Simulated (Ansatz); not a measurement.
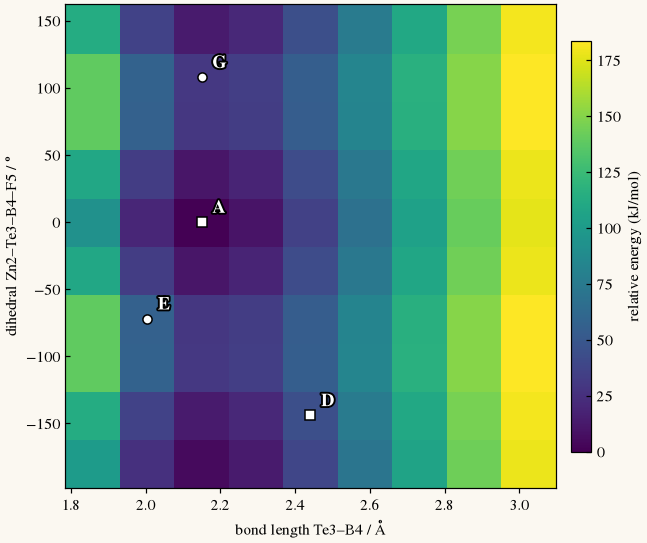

CH₄BFTeZn, SMILES [CH3][Zn][Te]BF. The first coordinate is: bond length Te3–B4; the second: dihedral Zn2–Te3–B4–F5. Nothing is relaxed (all other coordinates rigid). The grid has 9 × 10 points. Energies: kJ/mol, counted from the lowest grid point. Computed with RKS PBE-D4/def2-SVP (Ansatz 0.2.0).

In the figure: one coloured cell a grid point, lettered points.

> Is A the lowest point of the computed grid?

Yes. A, at bond length Te3–B4 = 2.150 Å, dihedral Zn2–Te3–B4–F5 = 0°, has the lowest energy of the grid.

> What kind of point is each of A, D, E: minimum, saddle, maximum or slope?

A: minimum; D: on a slope; E: on a slope. (In these two coordinates alone; a stationary point may lie a little off the grid point.)

> Rank the lettered points by energy, lowest first.

A (0 kJ/mol), G (29 kJ/mol), D (44 kJ/mol), E (56 kJ/mol).
